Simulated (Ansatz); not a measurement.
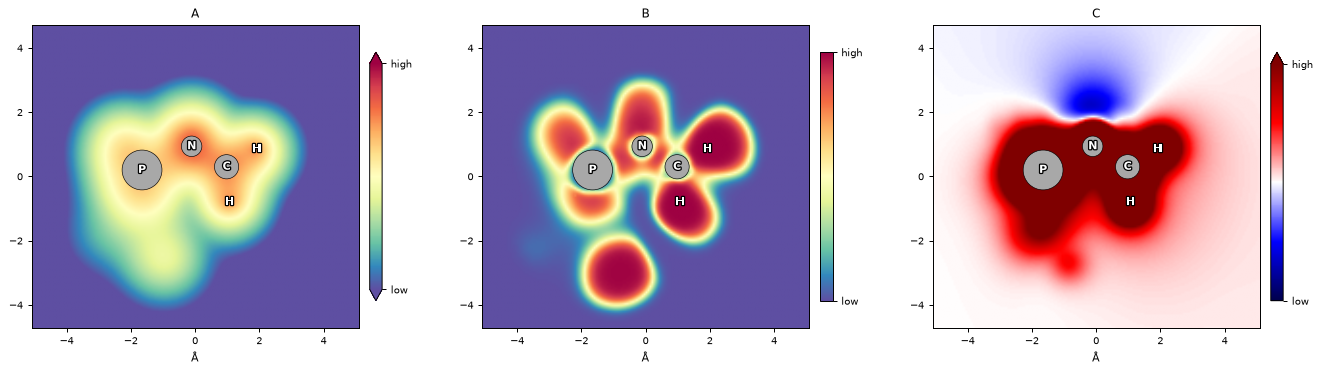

CH6NPSi (SMILES C=NP[SiH3]): 3 fields on the plane of atoms N2, C1 and H5, with unlabelled colour scales. Grey discs cover the atomic cores.

Geometry: PBE0-D4/def2-TZVP.

These are results of Ansatz, RKS PBE0-D4/def2-TZVPP, not measurements.

```xyz
10

C    -0.6078    1.7763    0.4511
N     0.4316    1.5736   -0.2338
P     1.4461    0.1997   -0.0530
Si    0.0216   -1.5610   -0.0697
H    -1.0343    1.0629    1.1695
H    -1.1387    2.7236    0.3373
H     1.8022    0.0624   -1.4180
H    -0.6020   -1.7205    1.2705
H    -1.0596   -1.3930   -1.0775
H     0.8241   -2.7751   -0.3738
```

Q: Match the panels to the quantities (electron density, electron localisation function and electrostatic potential).

A: Panel A: electron density. Panel B: electron localisation function. Panel C: electrostatic potential (strongly positive close to the atoms, with negative regions outside electron-rich atoms). From the grid: C–N (1.26 Å): ρ is about 2.9 e/Å³ halfway; the ELF peaks at about 0.90 between the atoms; a multiple bond. P–N (1.72 Å): ρ at the midpoint is about 1.3 e/Å³; the ELF peaks at about 0.90 between the atoms, as expected for a polar covalent bond.
